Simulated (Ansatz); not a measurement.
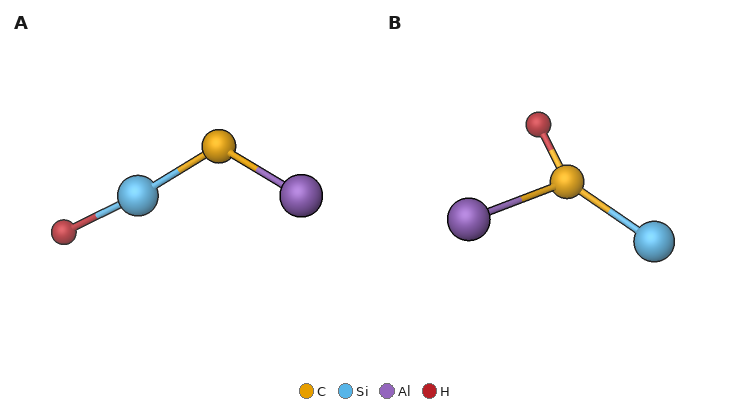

2 stationary structures of one formula. Geometries: PBE-D4/def2-SVP. Electronic energies: PBE-D4/def2-SVP (Ansatz 0.2.0), without zero-point energy. No frequency run is at hand to confirm each as a minimum.

> Which structure is the most stable?

B is lowest (Cs); A lies 38.2 kcal/mol above it.
